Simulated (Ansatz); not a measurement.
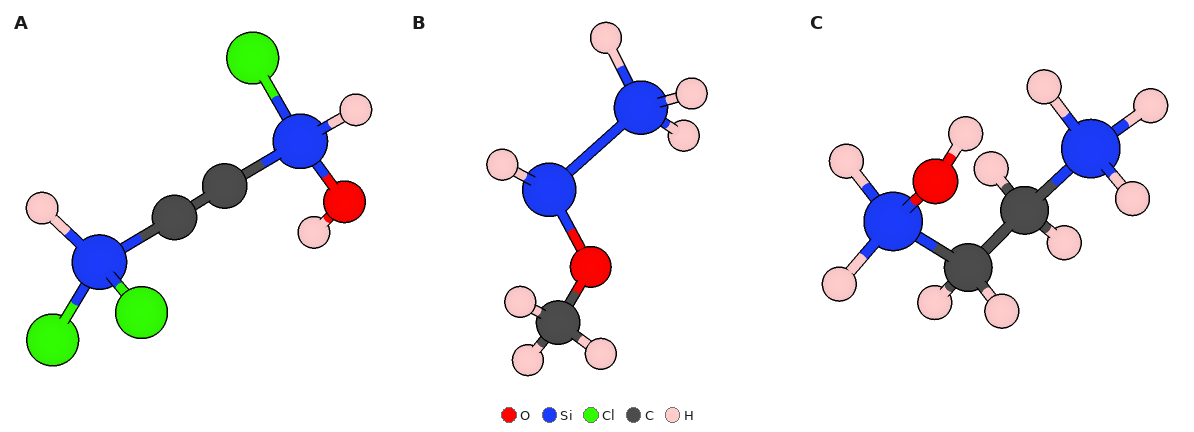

Figure made from data computed with Ansatz.

> Which panel belongs to which SMILES?
(1) O[Si@@H](Cl)C#C[SiH](Cl)Cl
(2) O[SiH2]CC[SiH3]
(3) CO[SiH][SiH3]

A is (1), B is (3), C is (2).
